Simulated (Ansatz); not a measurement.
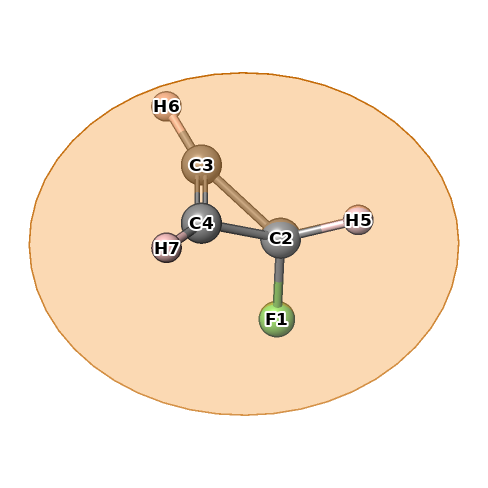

A disc through the centre of mass is drawn in. Distant atoms are faded towards the background colour. The geometry was computed by an optimisation with PBE-D4/def2-SVP. No frequency run is at hand to confirm it as a minimum.

Q: Is the plane of the disc a mirror plane of the structure?

A: Yes. The reflection leaves F1, C2, H5 in place and moves C3 ↔ C4; H6 ↔ H7. The point group is Cs.
